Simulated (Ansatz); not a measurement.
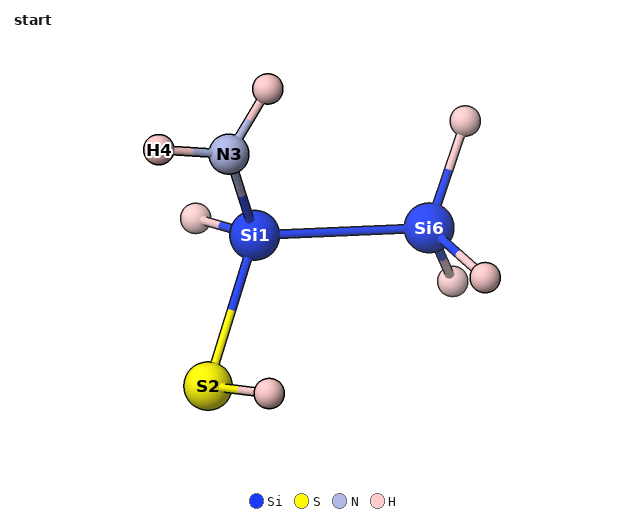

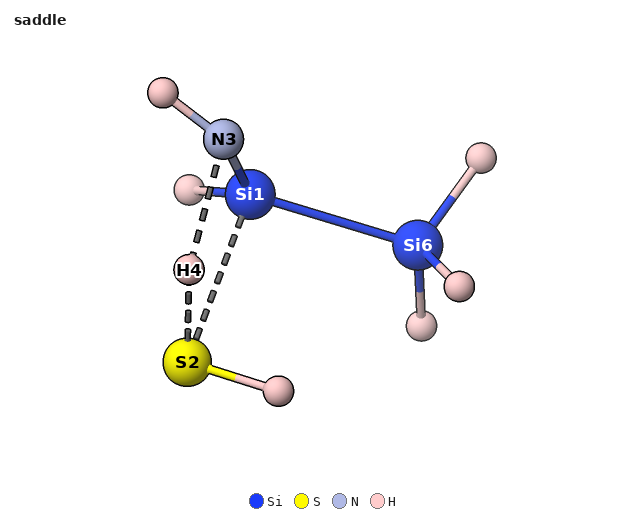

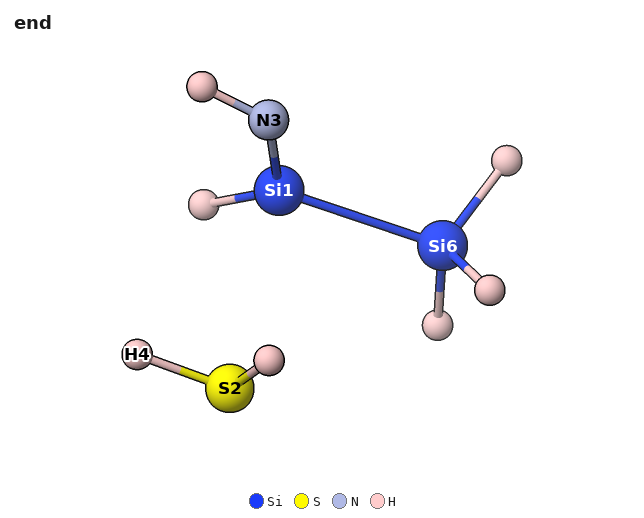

A saddle point and the two end points reached downhill from it. Broken sticks mark bonds that form or break. Charge 0, singlet. Geometries: PBE0-D4/def2-TZVP; all other levels are single points on them, and energies count from the start as drawn. Program: Ansatz 0.2.0. In CBS estimates cores are frozen, and CCSD(T) − MP2 is taken in the smaller basis.

Which bonds form and which break from start to end?

Formed: S2–H4; broken: Si1–S2, N3–H4. At the saddle point S2···H4 is 1.44 Å, Si1···S2 is 2.55 Å, N3···H4 is 1.80 Å.

Give the electronic barrier and the reaction energy from start to end in kJ/mol (no zero-point energy) with CCSD(T)/CBS (MP2 limit from def2-TZVPP and def2-QZVPP plus CCSD(T) − MP2); BHLYP-D4/def2-TZVPP; RHF-MP2 (frozen core)/def2-QZVPP.

```tsv
level	barrier	reaction energy
CCSD(T)/CBS (MP2 limit from def2-TZVPP and def2-QZVPP plus CCSD(T) − MP2)	286.0	+259.5
BHLYP-D4/def2-TZVPP	307.2	+272.6
RHF-MP2 (frozen core)/def2-QZVPP	283.0	+260.6
```
